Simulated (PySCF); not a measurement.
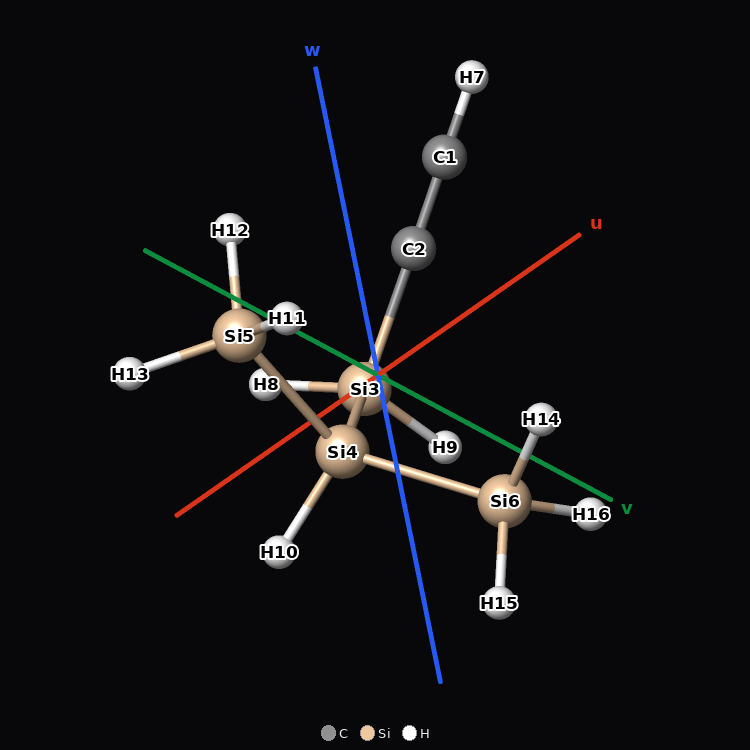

The lines u, v and w are the principal axes of the static dipole polarisability. The computed structure is the end point of a GFN2-xTB optimisation. No frequency run is at hand to confirm it as a minimum. Level of theory: CAM-B3LYP/def2-SVPD (PySCF 2.14.0).

Question: Along which axis is the molecule most polarisable, and along which least?

Answer: Most along w (close to the long direction C1···Si6), least along u.

Question: Give the three principal values.

Answer: u 127.3, v 139.6, w 148.9 bohr³; mean 138.6, anisotropy 18.8 bohr³.

The geometry is semi-empirical. Around Si such bond lengths and angles can be off by a tenth of an ångström or more and by several degrees, and values that hang on the shape move with them.
